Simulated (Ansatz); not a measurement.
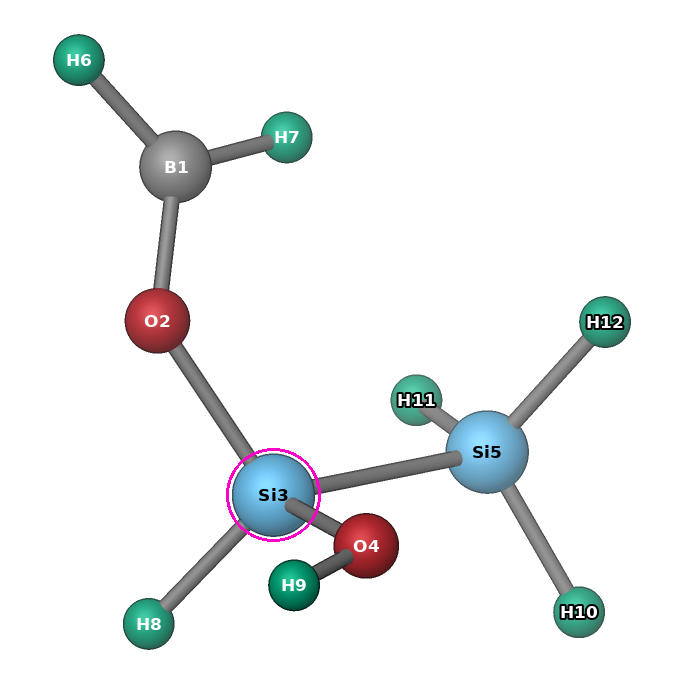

Depth is shown by fading: the farther an atom, the more it takes the colour of the background. Circles mark the stereogenic atoms. The computed structure is the end point of a PBE-D4/def2-SVP optimisation. No frequency run is at hand to confirm it as a minimum.

Assign CIP descriptors.

Answer. Si3: S (priorities Si5 > O2 > O4 > H8).

Give a SMILES with the stereochemistry.

Answer. BO[Si@H](O)[SiH3]
